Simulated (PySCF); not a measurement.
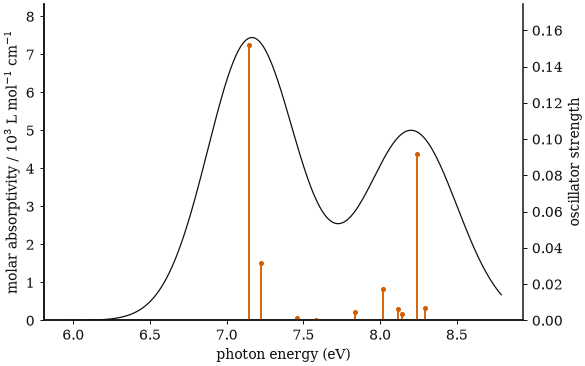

Computed absorption of C₆H₁₄P⁺, SMILES CC[C@@H]1[C@H](C)[P@H+]1C. Vertical TDDFT excitations, PBE0/def2-SVPD in PySCF, at a PBE0-D3(BJ)/def2-SVP geometry (no frequency check), gas phase. Only the first 10 singlet excitations are included; each is broadened by a Gaussian of 1/e half-width 0.40 eV. Sticks give oscillator strengths (right axis).

**Where is the lowest singlet, and is it bright?**

S1 lies at 7.15 eV (173 nm) with f = 0.152, mainly HOMO → LUMO (86 %); it is bright.

**Does any vertical transition fall in the visible?**

No singlet lies below 3.1 eV (beyond 400 nm), so at this level no vertical transition falls in the visible.

Known limits of this run: one conformer of a flexible molecule; core orbitals are frozen in the response.
